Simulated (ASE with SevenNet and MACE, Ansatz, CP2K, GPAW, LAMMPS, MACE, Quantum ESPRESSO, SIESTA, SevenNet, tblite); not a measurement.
**Amorphous Hg33S25Se8 (66 atoms) in machine-learned potentials**

How do the settings of machine-learned potentials change the result for amorphous Hg33S25Se8 (66 atoms)? A plane-wave run serves as the yardstick.

Main program and level: ASE with SevenNet and MACE; the method is named at each step.

### Step 1. The starting structure

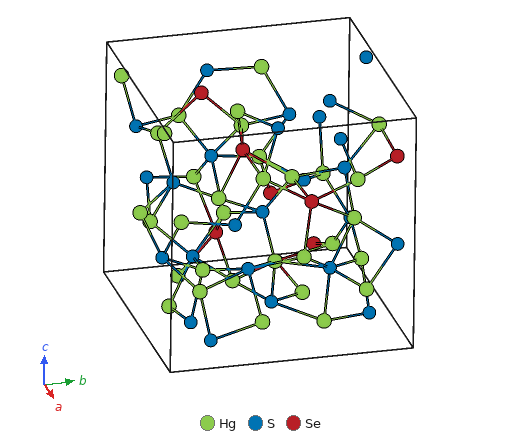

The cell as given, slightly off an axis (mercury green, sulfur blue, selenium red). Bonds to atoms that aren't drawn are left out.

The cell holds 66 atoms: 33 Hg, 25 S and 8 Se. Its edges and angles: a = 12.034 Å, b = 12.034 Å, c = 12.034 Å, α = 90.0°, β = 90.0°, γ = 90.0°. 66 atoms (33 Hg, 25 S, 8 Se) placed at random at 7.67 g/cm³, melted at 2500 K for 10 ps at fixed volume with the Stillinger-Weber II-VI potential (Zhou et al., Phys. Rev. B 88, 085309 (2013)). Quenched from 2500 K to 500 K at 30 K/ps and fixed volume, held 5 ps, then minimised at fixed cell.

The yardstick, on the same geometry:

```
method                 : Kohn-Sham DFT, PBE, SSSP efficiency 1.3.0 pseudopotentials, plane waves (Quantum ESPRESSO 7.5); sssp-pbe-1.3.0-efficiency, cutoffs 45/360 Ry, Γ point
r.m.s. force component : 0.397 eV/Å
longest force          : 1.349 eV/Å
pressure               : -0.5803 GPa
time                   : 7 min on 4 MPI ranks of Arm Neoverse V2, shared host
CPU time               : 28 min
```

### Step 2. SevenNet l3i5 potential

Method: machine-learned interatomic potential SevenNet l3i5, trained on PBE(+U) plane-wave data.

The input, run.py:

```python
import numpy as np
from ase.io import read
import mlip  # loads the published weights by name

atoms = read("structure.xyz")
atoms.calc = mlip.calc("7net-l3i5")
energy = atoms.get_potential_energy()
forces = atoms.get_forces()
print(f"energy {energy:.6f} eV")
print("forces (eV/A)")
for i, (a, f) in enumerate(zip(atoms, forces)):
    print(f"{i:4d} {a.symbol:2s} {f[0]:10.5f} {f[1]:10.5f} {f[2]:10.5f}")
stress = -atoms.get_stress(voigt=False) * 160.21766
print("stress (GPa, compression positive)")
for row in stress:
    print(" ".join(f"{x:10.4f}" for x in row))
```

The input, structure.xyz:

```xyz
66
Lattice="12.03400 0.00000 0.00000 0.00000 12.03400 0.00000 0.00000 0.00000 12.03400" Properties=species:S:1:pos:R:3 pbc="T T T"
Hg 3.71321 4.87353 4.20239
Hg 4.37580 5.17269 0.91073
Hg 7.04867 10.79618 2.63196
Hg 1.94722 10.26524 4.92696
Hg 6.93688 7.33496 7.22726
Hg 9.51456 1.15611 6.63783
Hg 8.77435 9.93166 5.61458
Hg 9.45656 5.20723 8.46399
Hg 1.33818 7.31727 10.55261
Hg 2.82270 10.53890 1.59932
Hg 10.79089 9.52010 8.55052
Hg 6.03637 0.08171 5.72830
Hg 7.55675 4.41491 11.24325
Hg 0.39712 4.29144 4.71083
Hg 6.38849 3.86496 6.23831
Hg 1.36887 3.30129 0.05319
Hg 10.08738 0.10181 11.65409
Hg 10.50845 6.98273 4.63177
Hg 1.33938 0.38509 10.82434
Hg 0.58509 3.45484 8.08841
Hg 3.81779 5.66525 8.73680
Hg 11.13338 9.93286 2.90802
Hg 8.68434 8.53235 0.32408
Hg 3.40334 1.31977 3.99300
Hg 10.75442 4.90012 1.55804
Hg 7.56614 6.37321 3.19262
Hg 4.17496 1.43120 8.94283
Hg 6.88116 11.63579 9.49976
Hg 10.74311 1.78212 3.47518
Hg 5.18726 8.41502 0.30723
Hg 5.15332 1.82267 0.25981
Hg 7.45879 2.82197 3.06410
Hg 1.95071 7.09621 6.13626
S 1.12000 1.75492 5.25970
S 5.02143 9.69411 10.11975
S 7.66927 11.05768 0.04007
S 5.82048 6.20894 5.02781
S 0.97114 10.32577 7.44267
S 0.50206 4.84922 10.25802
S 8.13089 0.61903 4.23850
S 2.53785 4.54536 6.71365
S 3.69973 11.84254 11.59344
S 2.88094 8.29829 8.63548
S 9.87065 5.78715 11.22736
S 8.74029 8.77459 3.10092
S 6.83038 6.42459 0.74166
S 4.88111 3.03642 2.62510
S 4.26088 8.67856 5.76248
S 10.41615 3.56832 6.62580
S 7.84063 2.15854 0.55693
S 6.53446 10.04165 7.25169
S 11.14372 11.43759 5.11662
S 1.67658 1.03841 8.25436
S 4.44981 2.14699 6.40245
S 4.53658 10.92110 3.67518
S 11.07970 8.56051 10.89606
[... 6 atom lines left out ...]
Se 0.88486 7.97349 3.67398
Se 3.81538 3.65797 10.65611
Se 6.51990 4.99279 8.71021
Se 0.06306 10.38089 0.40615
```

On the command line:

```bash
$ OMP_NUM_THREADS=1 python run.py > output.txt
```

The program printed:

```text
energy -128.310333 eV
forces (eV/A)
   0 Hg   -0.35918    0.00057   -0.10197
   1 Hg   -0.14599    0.27647   -0.09064
   2 Hg   -0.41783    0.27551   -0.47457
   3 Hg    0.12143   -0.28466    0.49285
   4 Hg   -0.42537    0.25678    0.26699
   5 Hg    0.35351    0.12667    0.24190
   6 Hg    0.01017    0.57825    0.34028
   7 Hg    0.27867   -0.39766    0.40577
   8 Hg    0.36828    0.05593   -0.31103
   9 Hg    0.09995   -0.16240    0.13290
  10 Hg    0.46666    0.10567   -0.03243
  11 Hg   -0.44865    0.31847    0.48851
  12 Hg    0.62178   -0.67678    0.17328
  13 Hg    0.32187   -0.43442   -0.33844
  14 Hg   -0.32980   -0.23252   -0.30154
  15 Hg   -0.13031   -0.27251    0.29274
  16 Hg   -0.09845    0.27283    0.24408
  17 Hg    0.60054   -0.14173   -0.08180
  18 Hg   -0.20127    0.33313   -0.55389
  19 Hg   -0.07574   -0.42223    0.30732
  20 Hg   -0.34685    0.67380    0.02634
  21 Hg    0.18143    0.50642   -0.00239
  22 Hg   -0.10163    0.13001   -0.55439
  23 Hg   -0.73959   -0.00709    0.14396
[...]
58 Se   -0.36139   -0.35885    0.37088
  59 Se    0.74909   -0.01459    0.23296
  60 Se    0.17889   -0.13041   -0.08387
  61 Se   -0.32150    0.58011   -0.11528
  62 Se   -0.29047   -0.27029    0.55182
  63 Se   -0.03254    0.11063    0.34699
  64 Se    0.38615    0.33576    0.18732
  65 Se   -0.26115   -0.19189   -0.38029
stress (GPa, compression positive)
   -0.1798    -0.1918     0.2215
   -0.1918     0.1589     0.2293
    0.2215     0.2293    -0.1122
```

Run time: 8 s. Hardware: 1 thread of Arm Neoverse V2, shared host; peak memory 0.9 GiB.

Banners, paths, timers and routine set-up lines are dropped from the logs unmarked, and long logs keep their key lines alone; longer cuts are marked.

Compared with the plane-wave run:

```yaml
r_m_s_force_component: 0.4361 eV/Å
r_m_s_difference_of_force_components: 150.6 meV/Å
longest_difference_of_force_vectors: 575.6 meV/Å
force_difference_over_r_m_s_force: 37.93 %
slope_of_forces_against_the_reference_s: 1.031
correlation_of_force_components: 0.9389
pressure: -0.0444 GPa
pressure_difference: 0.5359 GPa
```

Length of the force difference by element (eV/Å):

| element | atoms | mean | most |
| --- | --- | --- | --- |
| Hg | 33 | 0.18 | 0.28 |
| S | 25 | 0.32 | 0.58 |
| Se | 8 | 0.21 | 0.33 |

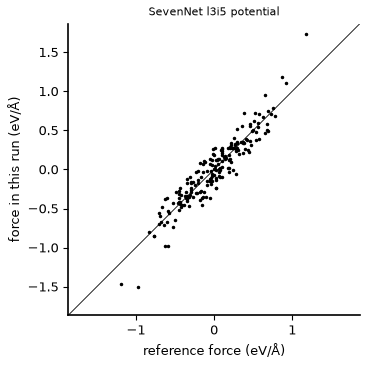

Force components against those of the reference; the line marks equality.

A closer look about Se60, one of the 8 Se atoms: 10 atoms, nearest first, numbered in the order of the input, with positions taken from that point.

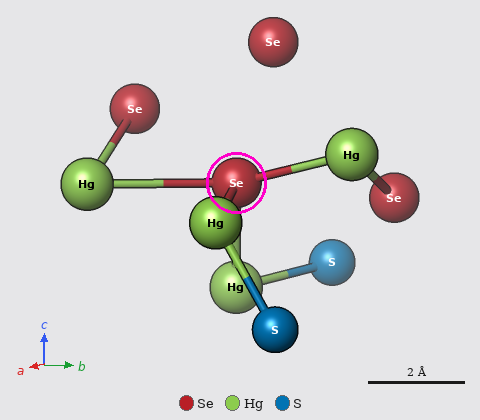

The atoms of the table, within 4.2 Å (arrows a, b, c point along x, y, z); some may hide others; the central atom is ringed.

| atom | x | y | z | distance (Å) | bonds | Fx | Fy | Fz (eV/Å) |
| --- | --- | --- | --- | --- | --- | --- | --- | --- |
| Se60 | 0.00 | 0.00 | 0.00 | 0.00 | 4 | 0.75 | -0.01 | 0.23 |
| Hg9 | -1.21 | -0.50 | -2.35 | 2.69 | 4 | 0.37 | 0.06 | -0.31 |
| Hg30 | 2.64 | 0.60 | -0.56 | 2.76 | 3 | -0.24 | 0.12 | -0.80 |
| Hg10 | 0.27 | 2.72 | 0.73 | 2.83 | 4 | 0.10 | -0.16 | 0.13 |
| Se59 | -1.01 | -2.71 | 1.35 | 3.20 | 5 | -0.36 | -0.36 | 0.37 |
| Hg2 | 1.83 | -2.64 | 0.04 | 3.21 | 5 | -0.15 | 0.28 | -0.09 |
| Se63 | -1.67 | 0.16 | 2.81 | 3.27 | 4 | -0.29 | -0.27 | 0.55 |
| Se66 | -2.49 | 2.56 | -0.46 | 3.60 | 4 | -0.26 | -0.19 | -0.38 |
| S56 | -3.51 | 0.74 | -2.00 | 4.11 | 3 | 0.07 | 0.35 | 0.69 |
| S35 | 2.47 | 1.88 | -2.78 | 4.17 | 2 | 0.02 | -0.18 | 0.19 |

Atoms are counted from 1 here, from 0 in the log.

Forces lie 38 % from the reference's, at 0.0043 times its CPU time (on 1 against 4 cores).

### Step 3. MACE MP-0b2 small potential

Method: machine-learned interatomic potential MACE MP-0b2 small, trained on PBE(+U) plane-wave data.

run.py: that of step 2 with these lines changed.

```diff
@@ -5,3 +5,3 @@
 atoms = read("structure.xyz")
-atoms.calc = mlip.calc("7net-l3i5")
+atoms.calc = mlip.calc("mace-mp-0b2-small")
 energy = atoms.get_potential_energy()
```

structure.xyz is that of step 2.

The program printed:

```text
energy -129.995110 eV
forces (eV/A)
   0 Hg   -0.36896    0.26200   -0.17522
   1 Hg   -0.15717    0.45375    0.01048
   2 Hg   -0.45167    0.21086   -0.50919
   3 Hg    0.20121   -0.11845    0.36248
   4 Hg   -0.47996    0.22041    0.05632
   5 Hg    0.24357    0.14899    0.16077
   6 Hg   -0.20967    0.46900    0.25215
   7 Hg    0.28605   -0.45477    0.39788
   8 Hg    0.47224   -0.05413   -0.47473
   9 Hg    0.14771   -0.01564    0.20432
  10 Hg    0.58658    0.15171   -0.21611
  11 Hg   -0.35274    0.43824    0.60235
  12 Hg    0.72357   -0.77961    0.37496
  13 Hg    0.33378   -0.20708   -0.46131
  14 Hg   -0.21428   -0.31438   -0.32716
  15 Hg   -0.07816   -0.36902    0.14182
  16 Hg   -0.00580    0.35996    0.31573
  17 Hg    0.69758   -0.28277   -0.10554
  18 Hg   -0.31636    0.36152   -0.62045
  19 Hg   -0.10027   -0.40839    0.54942
  20 Hg   -0.30741    0.88658    0.01105
  21 Hg    0.14112    0.61163    0.21567
  22 Hg    0.03777    0.13424   -0.48344
  23 Hg   -0.70411   -0.10080    0.14001
[...]
58 Se   -0.11697   -0.11710    0.42962
  59 Se    0.43184   -0.21698    0.33705
  60 Se    0.33118   -0.11231    0.02717
  61 Se   -0.17551    0.71136   -0.04393
  62 Se   -0.32080   -0.40569    0.27315
  63 Se   -0.11757   -0.11360    0.44028
  64 Se    0.43738    0.33490    0.26984
  65 Se   -0.35718   -0.10501   -0.38180
stress (GPa, compression positive)
    0.3363    -0.1470     0.3230
   -0.1470     0.5407     0.2165
    0.3230     0.2165     0.5723
```

Run time: 5.9 s. Hardware: 1 thread; peak memory 0.67 GiB.

Compared with the plane-wave run:

```
r.m.s. force component                  : 0.4377 eV/Å
r.m.s. difference of force components   : 175.4 meV/Å
longest difference of force vectors     : 564.8 meV/Å
force difference over r.m.s. force      : 44.19 %
slope of forces against the reference's : 1.01
correlation of force components         : 0.9162
pressure                                : 0.4831 GPa
pressure difference                     : 1.063 GPa
```

Against the first run (38 %), the force difference from the reference is 44 %, at 0.80 times the CPU time.

### Step 4. MACE MPA-0 medium potential

Method: machine-learned interatomic potential MACE MPA-0 medium, trained on PBE(+U) plane-wave data.

run.py: that of step 3 with these lines changed.

```diff
@@ -5,3 +5,3 @@
 atoms = read("structure.xyz")
-atoms.calc = mlip.calc("mace-mp-0b2-small")
+atoms.calc = mlip.calc("mace-mpa-0-medium")
 energy = atoms.get_potential_energy()
```

structure.xyz is that of step 3.

The program printed:

```text
energy -127.897786 eV
forces (eV/A)
   0 Hg   -0.17825    0.09614   -0.04360
   1 Hg   -0.10978    0.32769   -0.02387
   2 Hg   -0.39078    0.24650   -0.49190
   3 Hg    0.20716   -0.25101    0.53159
   4 Hg   -0.52600    0.25858    0.10388
   5 Hg    0.37704    0.04710    0.08946
   6 Hg    0.09485    0.38314    0.27451
   7 Hg    0.23248   -0.36671    0.28946
   8 Hg    0.38948   -0.06825   -0.41270
   9 Hg    0.13551   -0.26556    0.14236
  10 Hg    0.60413    0.09800   -0.32672
  11 Hg   -0.42223    0.42583    0.48569
  12 Hg    0.51401   -0.70000    0.21475
  13 Hg    0.09125   -0.42309   -0.25207
  14 Hg   -0.41968   -0.08595   -0.35407
  15 Hg   -0.16801   -0.23157    0.25277
  16 Hg   -0.13177    0.27768    0.35077
  17 Hg    0.51995   -0.28848    0.01828
  18 Hg   -0.30256    0.31515   -0.73001
  19 Hg   -0.02677   -0.48952    0.33777
  20 Hg   -0.16225    0.61552    0.01588
  21 Hg    0.09172    0.46950    0.01988
  22 Hg   -0.08519    0.04960   -0.54477
  23 Hg   -0.57417    0.14275    0.19808
[...]
58 Se   -0.28580   -0.33468    0.26623
  59 Se    0.64925   -0.04149    0.30196
  60 Se    0.17682   -0.16098   -0.03943
  61 Se   -0.39735    0.74820   -0.00936
  62 Se   -0.23535   -0.29756    0.50840
  63 Se   -0.16642   -0.07616    0.35163
  64 Se    0.49143    0.34482    0.24405
  65 Se   -0.20557    0.08296   -0.39945
stress (GPa, compression positive)
   -0.1639    -0.1903     0.2392
   -0.1903     0.2011     0.2172
    0.2392     0.2172     0.1093
```

It took 6.4 s on 1 thread; peak memory 0.76 GiB.

Numbers from this run, and their distance from the reference:

```yaml
r_m_s_force_component: 0.401 eV/Å
r_m_s_difference_of_force_components: 122.7 meV/Å
longest_difference_of_force_vectors: 423.1 meV/Å
force_difference_over_r_m_s_force: 30.91 %
slope_of_forces_against_the_reference_s: 0.9625
correlation_of_force_components: 0.9528
pressure: 0.0488 GPa
pressure_difference: 0.6291 GPa
```

Against the first run (38 %), the force difference from the reference is 31 %, at 0.90 times the CPU time.

### Step 5. The ladder

Differences are against the plane-wave reference, forces as r.m.s. over components; share is that over the reference's r.m.s. force, slope the least-squares factor from reference forces to these. Total energies of different programs have different zeros and aren't compared.

| run | Δ force, r.m.s. (meV/Å) | share (%) | slope | Δ pressure (GPa) | cores | CPU time | memory (GiB) |
| --- | --- | --- | --- | --- | --- | --- | --- |
| reference | - | - | - | - | 4 | 28 min | 4.5 |
| SevenNet l3i5 potential | 151 | 37.9 | 1.031 | 0.536 | 1 | 7.2 s | 0.9 |
| MACE MP-0b2 small potential | 175 | 44.2 | 1.010 | 1.06 | 1 | 5.7 s | 0.67 |
| MACE MPA-0 medium potential | 123 | 30.9 | 0.963 | 0.629 | 1 | 6.4 s | 0.76 |

Times of the machine-learned potentials are mostly Python's start and the loading of weights.

CPU time is summed over cores on a shared host, where runs went side by side, so it is rough. Symmetry, cutoffs, thresholds, outputs and thread counts weren't matched or tuned between programs; memory under MPI is the largest rank's times the ranks.

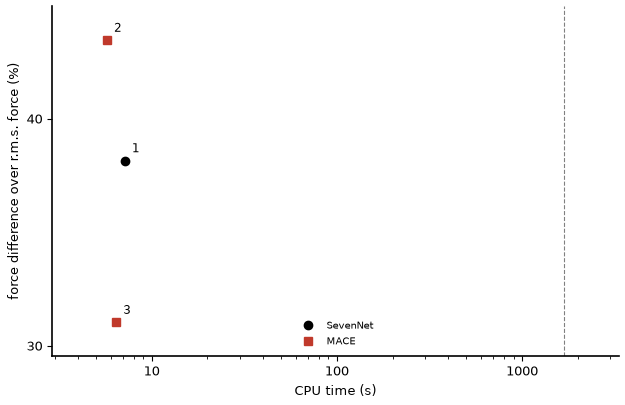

Force difference against CPU time; the dashed line marks the reference's time. Points: 1 SevenNet l3i5 potential; 2 MACE MP-0b2 small potential; 3 MACE MPA-0 medium potential.

### Step 6. What came out

```json
{
 "nearest in forces": "MACE MPA-0 medium potential, 31 %",
 "its CPU time": "6.4 s"
}
```

Machine-learned potentials differ by 31 % (MACE MPA-0 medium potential) to 44 % (MACE MP-0b2 small potential); they were trained on other programs' data. The reference's pressure holds the uncorrected Pulay stress of its 45 Ry basis, so small pressure differences, and their order, may be the reference's own error. Machine-learned potentials mimic data converged in k, so the reference's own k-point error enters their differences. The quench rate of 30 K/ps is many orders above laboratory rates, so the cell is likely richer in defects and strain than a real sample. The network of bonds at the start is that of the classical potential that made the cell, and needn't be the one that DFT or experiment would give. The electronic-structure runs sample only Γ, in a cell whose shortest periodic width is 12 Å, which is coarse for a cell with partly filled levels. Spin–orbit coupling is left out, which matters for the levels of the heavy elements.

[Also dropped from logs without a mark: logging warnings of Python, and SIESTA's first energy breakdown and zero terms.]

[Logs are printed without paths, hosts, clocks, repeated set-up lines and the standing remarks that a program may print on its own settings, such as how far it seeks lower states.]

[Hosts, paths, dates, database ids (printed as entryN), source tags and the programs' standing remarks are cut or masked in the printed files.]
